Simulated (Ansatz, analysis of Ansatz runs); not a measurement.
## Migration in Li5AuO4 (C2/m): V_Li hop (2.7 Å), charge −1

Aim: the barrier of one jump in Li5AuO4 (C2/m) at charge −1: V_Li hop (2.7 Å). The model is a cell of 80 host atoms with 1 Li taken out; Li is the atom that moves.

Method: plane-wave PAW DFT, PBEsol; nudged elastic band between two relaxed defect structures at fixed charge in a uniform background, in Ansatz 0.2.0.

### 1. The structure

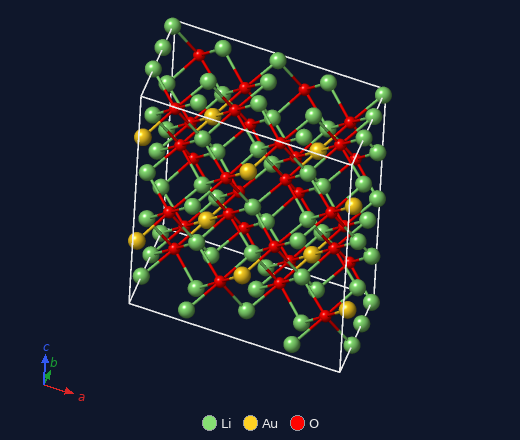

The starting structure, seen slightly off an axis (lithium green, gold yellow, oxygen red). Bonds to atoms that aren't drawn are left out. Some periodic images of atoms are drawn too.

The cell holds 79 atoms: 39 Li, 8 Au and 32 O. Cell: a = 9.403 Å, b = 9.404 Å, c = 9.396 Å, α = 90.0°, β = 102.9°, γ = 90.0°. It derives from Li5AuO4 (space group C2/m). Nearest the centre at fractional (0.250, 0.359, 0.500): Li26 at 1.33 Å, O15 at 1.48 Å, O33 at 1.48 Å, Li2 at 2.43 Å, Li22 at 2.43 Å, Li23 at 2.46 Å, Li62 at 2.46 Å, O20 at 2.69 Å. The cell carries charge −1.

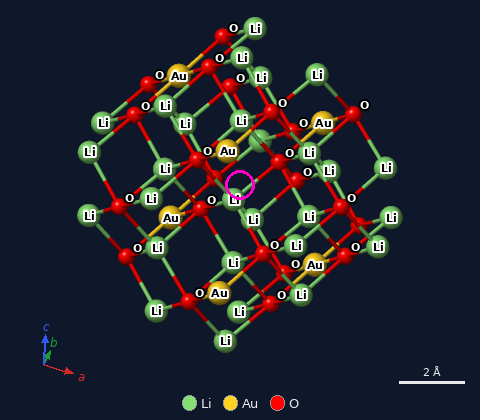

The atoms within 5 Å of the centre. A ring marks the centre wherever it is empty.

The cell's shortest repeat is 9.4 Å.

### 2. Relaxation of the start point, charge −1

A barrier is counted from a minimum, so both ends are relaxed first. Small random displacements break the symmetry of the ideal sites, so that the defect can distort if it gains by it. The charge of −1 is set by the electron count, and a uniform background keeps the cell neutral.

The input, qm1.start/input.yaml:

```yaml
crystal:
  lattice:
    - [9.40268524, 0.0, -0.02548652]
    - [0.0, 9.40405317, 0.0]
    - [-2.07562506, 0.0, 9.16358709]
  atoms:
    - { symbol: Li, position: [0.0, 0.7924353, 0.25] }
    - { symbol: Li, position: [0.25, 0.2924353, 0.25] }
    - { symbol: Li, position: [0.0, 0.28254642, 0.0] }
    - { symbol: Li, position: [0.25, 0.78254642, 0.0] }
    - { symbol: Li, position: [0.0, 0.71745358, 0.0] }
    - { symbol: Li, position: [0.25, 0.21745358, 0.0] }
    - { symbol: Li, position: [0.0, 0.2075647, 0.25] }
    - { symbol: Li, position: [0.25, 0.7075647, 0.25] }
    - { symbol: Li, position: [0.0, 0.0, 0.0] }
    - { symbol: Li, position: [0.25, 0.5, 0.0] }
    - { symbol: Au, position: [0.0, 0.5, 0.25] }
    - { symbol: Au, position: [0.25, 0.0, 0.25] }
    - { symbol: O, position: [0.12789862, 0.85260183, 0.12509074] }
    - { symbol: O, position: [0.37789862, 0.35260183, 0.12509074] }
    - { symbol: O, position: [0.12210138, 0.35260183, 0.37490926] }
    - { symbol: O, position: [0.37210138, 0.85260183, 0.37490926] }
    - { symbol: O, position: [0.12789862, 0.14739817, 0.12509074] }
    - { symbol: O, position: [0.37789862, 0.64739817, 0.12509074] }
    - { symbol: O, position: [0.12210138, 0.64739817, 0.37490926] }
    - { symbol: O, position: [0.37210138, 0.14739817, 0.37490926] }
    - { symbol: Li, position: [0.0, 0.7924353, 0.75] }
    - { symbol: Li, position: [0.25, 0.2924353, 0.75] }
    - { symbol: Li, position: [0.0, 0.28254642, 0.5] }
    - { symbol: Li, position: [0.25, 0.78254642, 0.5] }
    - { symbol: Li, position: [0.0, 0.71745358, 0.5] }
    - { symbol: Li, position: [0.25, 0.21745358, 0.5] }
    - { symbol: Li, position: [0.0, 0.2075647, 0.75] }
    - { symbol: Li, position: [0.25, 0.7075647, 0.75] }
    - { symbol: Li, position: [0.0, 0.0, 0.5] }
    - { symbol: Au, position: [0.0, 0.5, 0.75] }
    - { symbol: Au, position: [0.25, 0.0, 0.75] }
    - { symbol: O, position: [0.12789862, 0.85260183, 0.62509074] }
    - { symbol: O, position: [0.37789862, 0.35260183, 0.62509074] }
    - { symbol: O, position: [0.12210138, 0.35260183, 0.87490926] }
    - { symbol: O, position: [0.37210138, 0.85260183, 0.87490926] }
    - { symbol: O, position: [0.12789862, 0.14739817, 0.62509074] }
    - { symbol: O, position: [0.37789862, 0.64739817, 0.62509074] }
    - { symbol: O, position: [0.12210138, 0.64739817, 0.87490926] }
    - { symbol: O, position: [0.37210138, 0.14739817, 0.87490926] }
    - { symbol: Li, position: [0.5, 0.7924353, 0.25] }
    - { symbol: Li, position: [0.75, 0.2924353, 0.25] }
    - { symbol: Li, position: [0.5, 0.28254642, 0.0] }
    - { symbol: Li, position: [0.75, 0.78254642, 0.0] }
    - { symbol: Li, position: [0.5, 0.71745358, 0.0] }
    - { symbol: Li, position: [0.75, 0.21745358, 0.0] }
    - { symbol: Li, position: [0.5, 0.2075647, 0.25] }
    - { symbol: Li, position: [0.75, 0.7075647, 0.25] }
    - { symbol: Li, position: [0.5, 0.0, 0.0] }
    - { symbol: Li, position: [0.75, 0.5, 0.0] }
    - { symbol: Au, position: [0.5, 0.5, 0.25] }
    - { symbol: Au, position: [0.75, 0.0, 0.25] }
    - { symbol: O, position: [0.62789862, 0.85260183, 0.12509074] }
    - { symbol: O, position: [0.87789862, 0.35260183, 0.12509074] }
    - { symbol: O, position: [0.62210138, 0.35260183, 0.37490926] }
    - { symbol: O, position: [0.87210138, 0.85260183, 0.37490926] }
    - { symbol: O, position: [0.62789862, 0.14739817, 0.12509074] }
    - { symbol: O, position: [0.87789862, 0.64739817, 0.12509074] }
    - { symbol: O, position: [0.62210138, 0.64739817, 0.37490926] }
    - { symbol: O, position: [0.87210138, 0.14739817, 0.37490926] }
    - { symbol: Li, position: [0.5, 0.7924353, 0.75] }
    - { symbol: Li, position: [0.75, 0.2924353, 0.75] }
    - { symbol: Li, position: [0.5, 0.28254642, 0.5] }
    - { symbol: Li, position: [0.75, 0.78254642, 0.5] }
    - { symbol: Li, position: [0.5, 0.71745358, 0.5] }
    - { symbol: Li, position: [0.75, 0.21745358, 0.5] }
    - { symbol: Li, position: [0.5, 0.2075647, 0.75] }
    - { symbol: Li, position: [0.75, 0.7075647, 0.75] }
    - { symbol: Li, position: [0.5, 0.0, 0.5] }
    - { symbol: Li, position: [0.75, 0.5, 0.5] }
    - { symbol: Au, position: [0.5, 0.5, 0.75] }
    - { symbol: Au, position: [0.75, 0.0, 0.75] }
    - { symbol: O, position: [0.62789862, 0.85260183, 0.62509074] }
    - { symbol: O, position: [0.87789862, 0.35260183, 0.62509074] }
    - { symbol: O, position: [0.62210138, 0.35260183, 0.87490926] }
    - { symbol: O, position: [0.87210138, 0.85260183, 0.87490926] }
    - { symbol: O, position: [0.62789862, 0.14739817, 0.62509074] }
    - { symbol: O, position: [0.87789862, 0.64739817, 0.62509074] }
    - { symbol: O, position: [0.62210138, 0.64739817, 0.87490926] }
    - { symbol: O, position: [0.87210138, 0.14739817, 0.87490926] }
total_charge: -1
basis:
  ecutwfc: 420
  xc_grid: 2
hamiltonian:
  xc: pbesol
kpoints:
  mp_grid: { grid: [1, 1, 1], shift: [0.25, 0.25, 0.25] }
scf:
  occupations: { method: fixed }
  max_iter: 150
output:
  forces: true
relax:
  f_tol: 0.02
  max_steps: 70
  random_displacement: { amplitude: 0.03, seed: 5195 }
```

Started as:

```sh
> ansatz run input.yaml --threads 4 --pin off --max-ram 14131MiB --backend cpu --events-out ev --progress --plain --runs-dir out
```

Numbers of over 12 decimals in the logs are rounded to 6 here.

Output:

```text
[... repeated set-up lines and file paths are left out, and long positions are rounded to six places ...]
The last accepted step is kept in <dir> (removed where the run ends without a failure and the disk answers)
Engine: ansatz 0.2.0, aarch64-unknown-linux-gnu
Pseudopotentials: kind: paw
Pseudopotential: Li, paw, valence charge 3, recommended cutoff 420 eV (normal), Li.paw.azcp
Pseudopotential: Au, paw, valence charge 19, recommended cutoff 420 eV (normal), Au.paw.azcp
Pseudopotential: O, paw, valence charge 6, recommended cutoff 420 eV (normal), O.paw.azcp
Functional definition: PBEsol
  exchange = pbesol_x
  correlation = pbesol_c
Crystal: 79 atoms, lattice volume = 809.778 Å³
Basis set: ecut = 420 eV, 15817 PW (Γ), exchange–correlation on 128×128×128 points (8 copies of the dense FFT grid, shifted against one another)
Bands: 310, of which v1, the nominal top of the filled ones, is band 231 counted from 1 (230 counted from 0)
Symmetry: 1 space group operations
k-points: 1
Non-local potential: Li, projectors of the file, l = 0: 3, l = 1: 2, l = 2: 1
Non-local potential: Au, projectors of the file, l = 0: 3, l = 1: 2, l = 2: 2, l = 3: 1
Non-local potential: O, projectors of the file, l = 0: 2, l = 1: 2, l = 2: 1
PAW form: soft (Blöchl's): semilocal exchange-correlation on the pseudo side does not see the compensation charge
PAW frozen core: Au, regenerated for the run's functional, and the local potential with it (the file was generated under x = pbe(κ = 0.804, μ = 0.219515), c = pbe(β = 0.066725))
PAW frozen core: O, regenerated for the run's functional, and the local potential with it (the file was generated under x = pbe(κ = 0.804, μ = 0.219515), c = pbe(β = 0.066725))
PAW one-centre angular grid: Li, 110 points (default); XC on 64 Gauss nodes
PAW one-centre angular grid: Au, 590 points (default); XC on 64 Gauss nodes
PAW one-centre angular grid: O, 110 points (default); XC on 64 Gauss nodes
Initial density: superposition of atomic densities (neutral atoms scaled as one to the charged cell's electrons: chi_scale 0, normalization atom), corrected by the library's trained network
Initial wavefunctions: pseudopotential atomic-orbital guess
Functional: x = pbesol(κ = 0.804, μ = 0.123457), c = pbesol(β = 0.046)
SCF iter   1: F=—  HF=-129954.602230 eV  |F-HF|=—  |Δ(HF+E_count)|=         —  Δρ=1.70e-2  dr2=1.89e0  ethr=1.77e-3  ⟨swp⟩=5.0  Hψ=1042  notcnv=0  defer=76
preconditioner: auto → Resta (q_TF=auto, 2.485 Å⁻¹)  ε∞=3.9  [insulator: Δε(μ)=1.911 eV  Ē_g=13.727 eV  n_scr=218 (ndim 8)  ℏωp=23.3 eV  f_vac=0.088  ε∞_Penn≈3.9]
SCF iter   2: F=—  HF=-129954.063774 eV  |F-HF|=—  |Δ(HF+E_count)|=   5.38e-1  Δρ=3.74e-3  dr2=9.66e-2  ethr=4.10e-4  ⟨swp⟩=2.0  Hψ=437  notcnv=0  defer=74
SCF iter   3: F=—  HF=-129954.045099 eV  |F-HF|=—  |Δ(HF+E_count)|=   1.87e-2  Δρ=1.60e-3  dr2=2.50e-2  ethr=2.09e-5  ⟨swp⟩=2.0  Hψ=369  notcnv=0  defer=67
automatic band count: iteration 3 solves 300 bands in place of 310: the levels show a gap, and the empty bands left out lie too high to hold charge; the band table lists the bands solved (type scf.n_extra_bands for more)
SCF iter   4: F=—  HF=-129954.041884 eV  |F-HF|=—  |Δ(HF+E_count)|=   3.21e-3  Δρ=7.35e-4  dr2=5.78e-3  ethr=5.42e-6  ⟨swp⟩=2.0  Hψ=349  notcnv=0  defer=67
SCF iter   5: F=—  HF=-129954.043580 eV  |F-HF|=—  |Δ(HF+E_count)|=   1.70e-3  Δρ=4.13e-4  dr2=1.68e-3  ethr=1.25e-6  ⟨swp⟩=2.0  Hψ=372  notcnv=0  defer=63
SCF iter   6: F=—  HF=-129954.043465 eV  |F-HF|=—  |Δ(HF+E_count)|=   1.15e-4  Δρ=1.91e-4  dr2=3.92e-4  ethr=3.64e-7  ⟨swp⟩=2.0  Hψ=386  notcnv=0  defer=63
SCF iter   7: F=—  HF=-129954.043505 eV  |F-HF|=—  |Δ(HF+E_count)|=   3.98e-5  Δρ=6.76e-5  dr2=4.96e-5  ethr=8.50e-8  ⟨swp⟩=2.0  Hψ=371  notcnv=0  defer=63
SCF iter   8: F=—  HF=-129954.043521 eV  |F-HF|=—  |Δ(HF+E_count)|=   1.63e-5  Δρ=4.87e-5  dr2=2.03e-5  ethr=2.16e-9  ⟨swp⟩=4.0  Hψ=858  notcnv=0
SCF iter   9: F=-129954.043521 eV  HF=-129954.043520 eV  |F-HF|=5.05e-7  |Δ(HF+E_count)|=   5.48e-7  Δρ=7.72e-6  dr2=5.56e-7  ethr=2.16e-9  ⟨swp⟩=4.0  Hψ=772  notcnv=0
SCF 1 converged in 9 iterations: F = -129954.043521 eV  dr2 = 5.56e-7
  greatest PAW one-centre occupation: 1.001 electrons in one spin orbital (limit 2), on the Au atom at site 10 (counted from 0), in its partial waves of l = 0
relax step   1: F+E_penalty+E_count = -129954.04352100 eV  Δ(F+E_penalty+E_count) = +0.000e0 eV  max|allowed force component| = 1.822e0 eV/Å  Δτ_max = 0.0000 Å  (9 SCF iters, dr2 threshold 1.00e-5 eV, accepted)
[... the SCF cycles and remarks between the steps are left out from here to the last step ...]
relax step   2: F+E_penalty+E_count = -129954.64650711 eV  Δ(F+E_penalty+E_count) = -6.030e-1 eV  max|allowed force component| = 4.929e-1 eV/Å  Δτ_max = 0.1013 Å  (6 SCF iters, dr2 threshold 1.00e-4 eV, accepted)
relax step   3: F+E_penalty+E_count = -129954.86389555 eV  Δ(F+E_penalty+E_count) = -2.174e-1 eV  max|allowed force component| = 1.018e-1 eV/Å  Δτ_max = 0.1889 Å  (8 SCF iters, dr2 threshold 1.52e-5 eV, accepted)
relax step   4: F+E_penalty+E_count = -129954.86901243 eV  Δ(F+E_penalty+E_count) = -5.117e-3 eV  max|allowed force component| = 1.085e-2 eV/Å  Δτ_max = 0.0158 Å  (7 SCF iters, dr2 threshold 6.48e-7 eV, accepted)
iter 1 solved again at ethr=4.72e-11 eV; its pass at ethr=3.10e-3 eV (dr2=2.18e-7 eV) is discarded
SCF iter   1: F=—  HF=-129954.869261 eV  |F-HF|=—  |Δ(HF+E_count)|=         —  Δρ=5.05e-6  dr2=2.18e-7  ethr=4.72e-11  ⟨swp⟩=1.0  Hψ=636  notcnv=0  defer=61
automatic band count: iteration 1 solves 300 bands in place of 310: the levels show a gap, and the empty bands left out lie too high to hold charge; the band table lists the bands solved (type scf.n_extra_bands for more)
SCF iter   2: F=—  HF=-129954.869012 eV  |F-HF|=—  |Δ(HF+E_count)|=   2.48e-4  Δρ=2.53e-6  dr2=6.85e-8  ethr=2.16e-11  ⟨swp⟩=2.0  Hψ=973  notcnv=0
SCF iter   3: F=-129954.869013 eV  HF=-129954.869013 eV  |F-HF|=1.24e-8  |Δ(HF+E_count)|=   1.79e-8  Δρ=1.52e-6  dr2=3.08e-8  ethr=1.48e-11  ⟨swp⟩=1.0  Hψ=675  notcnv=0
SCF 5 converged in 3 iterations: F = -129954.869013 eV  dr2 = 3.08e-8
relax step   5: F+E_penalty+E_count = -129954.86901252 eV  Δ(F+E_penalty+E_count) = -8.805e-8 eV  max|allowed force component| = 1.079e-2 eV/Å  Δτ_max = 0.0000 Å  (3 SCF iters, accepted)
SCF converged after 3 iterations
Free energy (F): -129954.869013 eV
Harris-Foulkes:  -129954.869013 eV  (|F-HF|=1.24e-8)
Internal energy: -129954.869013 eV  (E = F + TS)
E sigma→0 (E₀):  -129954.869013 eV
Fermi energy:    5.656583 eV
--- Per-component energies (eV) ---
  E_band       = -7029.892120
  E_kinetic    = 11324.264780
  E_local      = -41249.712041  (includes V_loc(G=0)·N_el)
  E_nonlocal   = 872.265977
  E_hartree    = 16136.248592
  E_xc         = -4591.642540
  E_vxc        = -5770.384794  (∫ρ·V_xc dr)
  E_paw        = -82148.344061  (= ΣΔE_a)
  E_vpaw       = -4478.916961  (= ΣTr[D̂ρ^β])
  E_aug_tail   = 0.092117  (compensation charges beyond the density's cutoff)
  E_ewald      = -30301.646883
  E_core_change = 3.605046  (= ΣΔE_core)
  E_smearing   = -0.000000  (= −TS)
  E_closure    = -0.000000  (closes the sum)
  E_deformation_potential = -16.058829  (in the stress; not in F)
  Σ components = -129954.869013   (vs F -129954.869013, Δ=0.00e0)
--- Forces (eV/Å), atoms counted from 1 ---
  atom   1  Li    -0.00582111    -0.00012736    -0.00478705
  atom   2  Li     0.00588791     0.00040943     0.00202307
  [... 12 atoms left out ...]
  atom  15  O      0.00054929    -0.00677762     0.00166115
  [... 3 atoms left out ...]
  atom  19  O      0.00021033     0.00783345     0.00374574
  atom  20  O      0.00025686    -0.00188959    -0.00295359
  [... 1 atom left out ...]
  atom  22  Li    -0.00519543     0.00101933    -0.00301525
  atom  23  Li     0.00012159     0.00342247     0.00438349
  [... 2 atoms left out ...]
  atom  26  Li     0.00049176     0.00783902     0.00117263
  [... 6 atoms left out ...]
  atom  33  O      0.00252487    -0.00486674    -0.00348258
  [... 2 atoms left out ...]
  atom  36  O      0.00132909    -0.00265634     0.00121416
  [... 25 atoms left out ...]
  atom  62  Li     0.00061800     0.00141695    -0.00382443
  [... 17 atoms left out ...]
  max |Σ_I F_I| component: 1.43e-5 eV/Å
--- Relaxed structure (5 steps of the walk, 5 accepted, 0 SCFs on fresh bases) ---
  F+E_penalty+E_count = -129954.86901252 eV   max|allowed force component| = 1.079e-2 eV/Å
  atoms:
    - { symbol: Li, position: [-0.002631, 0.795078, 0.247460] }
    - { symbol: Li, position: [0.246593, 0.294764, 0.250827] }
    [... 12 atoms left out ...]
    - { symbol: O, position: [0.110788, 0.345328, 0.364970] }
    [... 3 atoms left out ...]
    - { symbol: O, position: [0.110985, 0.654662, 0.364864] }
    - { symbol: O, position: [0.370647, 0.148755, 0.375877] }
    [... 1 atom left out ...]
    - { symbol: Li, position: [0.253162, 0.294738, 0.749785] }
    - { symbol: Li, position: [7.863937024316092e-6, 0.285048, 0.498109] }
    [... 2 atoms left out ...]
    - { symbol: Li, position: [0.249806, 0.241529, 0.500250] }
    [... 6 atoms left out ...]
    - { symbol: O, position: [0.388857, 0.345313, 0.635585] }
    [... 2 atoms left out ...]
    - { symbol: O, position: [0.129133, 0.148823, 0.624798] }
    [... 25 atoms left out ...]
    - { symbol: Li, position: [0.499776, 0.285124, 0.502526] }
    [... 17 atoms left out ...]
```

Run time: 56 s. Hardware: 4 threads of Arm Neoverse V1, shared host; peak memory 1.4 GiB.

Step by step:

```csv
step,energy less that of the first step (eV),largest force component (eV/Å)
1,0.0000,1.8218
2,-0.6030,0.4929
3,-0.8204,0.1018
4,-0.8255,0.0109
5,-0.8255,0.0108
```

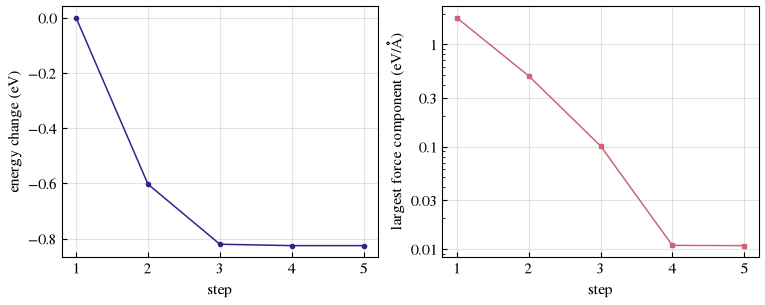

Energy and largest force along the relaxation.

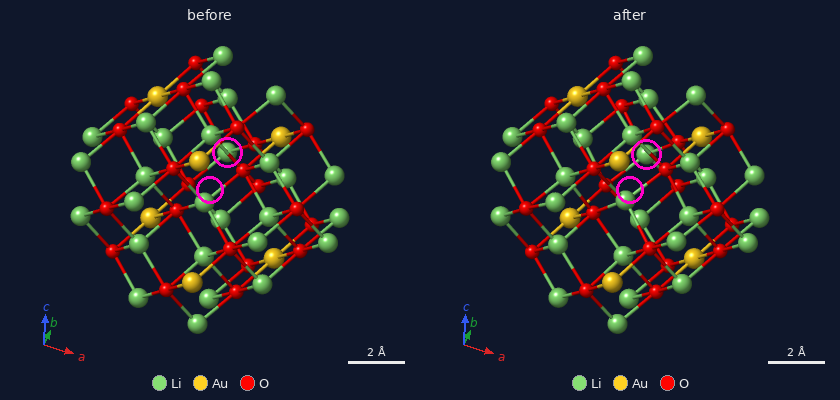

Before and after: the atoms that start within 5 Å of the centre. Li24, which moves most, is ringed if it is among them. A ring with no atom in it marks the empty centre.

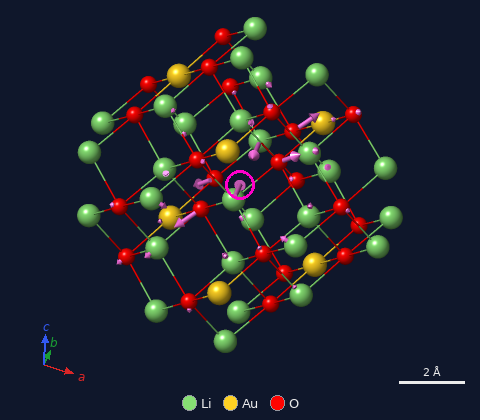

Displacements in the relaxation from the typed sites near the centre, exaggerated, the mean shift taken out; the longest in the cell stands for 0.23 Å. A ring marks the centre wherever it is empty.

The atoms that moved most (Å, from the sites as typed, ahead of the random displacement, the mean shift of all atoms taken out):

```csv
atom,dx,dy,dz,length
Li24,0.001,-0.226,-0.001,0.226
Li26,-0.001,0.226,0.000,0.226
O15,-0.085,-0.069,-0.093,0.143
O37,0.084,0.068,0.093,0.143
O33,0.082,-0.069,0.094,0.143
O19,-0.083,0.068,-0.094,0.142
Li29,0.046,0.000,-0.011,0.048
Li68,-0.045,0.000,0.011,0.047
```

Neighbours of Li26 at the end:

```csv
atom,distance (Å)
O15,1.880
O33,1.880
O36,2.003
O20,2.003
Li23,2.380
Li62,2.381
Li2,2.390
Li22,2.391
```

Read from the output:

| Quantity | Value |
| --- | --- |
| free energy | -129954.8690 eV |
| r.m.s. move of the farther half of the atoms | 0.01900 Å |
| largest move from the ideal geometry of this structure, a common shift of the far atoms taken out | 0.2263 Å |

The relaxation gained 0.825 eV and ended with a largest force component of 0.011 eV/Å.

(Continued in part 2 of 4.)

[Logs are printed without paths, hosts, clocks, repeated set-up lines and the standing remarks that a program may print on its own settings, such as how far it seeks lower states.]

[Hosts, paths, dates, database ids (printed as entryN), source tags and the programs' standing remarks are cut or masked in the printed files.]
